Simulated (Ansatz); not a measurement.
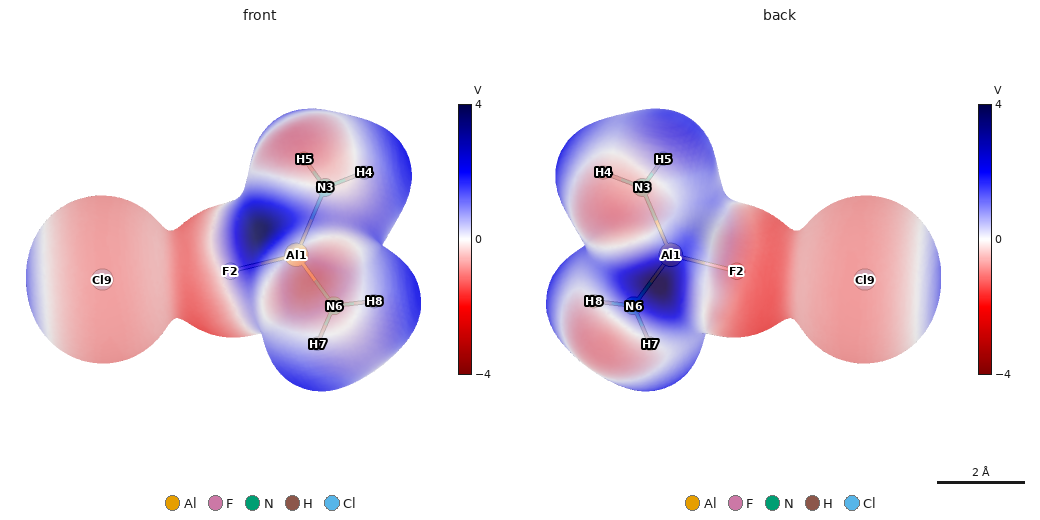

Figure. AlFH$_{4}$N$_{2}$···Cl (doublet). The electrostatic potential painted on the density surface at 0.002 e/bohr³, seen from the front and from behind; red is negative and blue positive.

Theory: UHF/6-31G* (Ansatz 0.2.0).

```xyz
9

Al   -0.0215    0.0885   -0.1556
F    -0.0570    0.3046    1.4755
N     1.5504    0.0946   -0.9565
H     1.7046   -0.0281   -1.9348
H     2.4200    0.2263   -0.4846
N    -1.5579   -0.1385   -0.9924
H    -2.4461   -0.1532   -0.5371
H    -1.6712   -0.2722   -1.9747
Cl    0.0787   -0.1222    4.4204
```

Question: Which sites attract a positive test charge, and which a negative one?

Answer: A positive charge is drawn to the negative regions and a negative charge to the positive ones. The most negative region (about −1.3 V) lies over F2, the most positive (about +3.8 V) over Al1.
